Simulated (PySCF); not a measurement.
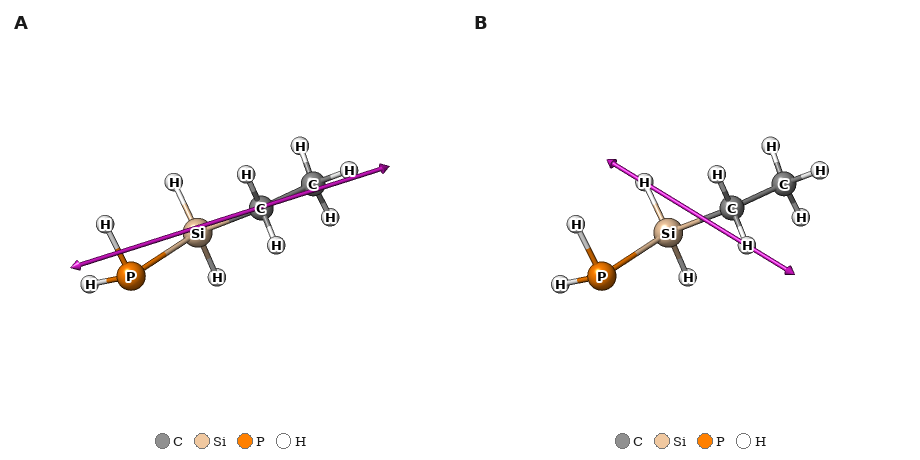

The double arrows show the directions of two transition dipoles from the ground state (lengths mean nothing). The computed structure is the end point of a GFN2-xTB optimisation. No frequency run is at hand to confirm it as a minimum. Properties computed with TDDFT CAM-B3LYP/def2-SVPD, vertical, gas phase, core orbitals frozen in the response (PySCF 2.14.0).

One belongs to singlet state 2 and one to singlet state 6. Which is which?

A: state 6, 8.00 eV (155 nm), oscillator strength 0.041, mainly HOMO−1 → LUMO+1 (weight 0.78).
B: state 2, 6.73 eV (184 nm), oscillator strength 0.022, of mixed character, with the largest part HOMO → LUMO (weight 0.44).

The geometry is semi-empirical. Around P, Si such bond lengths and angles can be off by a tenth of an ångström or more and by several degrees, and values that hang on the shape move with them.
